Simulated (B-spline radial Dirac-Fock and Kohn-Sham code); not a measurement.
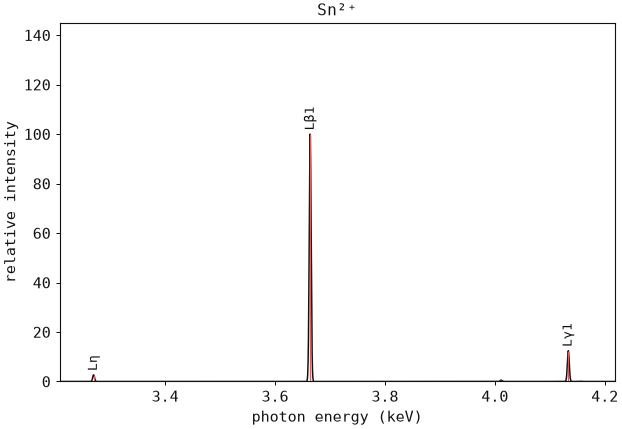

**Figure.** X-ray emission lines that fill an L2 (2p1/2) hole, broadened by a Gaussian of 4.0 eV full width. The figure is for Sn²⁺, configuration [Kr] 4d10 5s2, inside a Watson sphere of charge −2 and radius 3 Å that stands in for a crystal. Method: independent-particle rates on relativistic LDA orbitals of the hole state (multipoles to L = 3), energies from Dirac–Fock ΔSCF (computed with a radial B-spline solver).

The strongest line is L2-M4 (Lβ1) at 3.6639 keV with 86.3 % of the photons, then L2-N4 (Lγ1) at 4.1337 keV (11 %), L2-M1 (Lη) at 3.2698 keV (2.3 %), L2-N1 at 4.0114 keV (0.49 %), L2-O1 at 4.1562 keV (0.072 %). The hole has a width of 2.66 eV and a fluorescence yield of 0.0685.
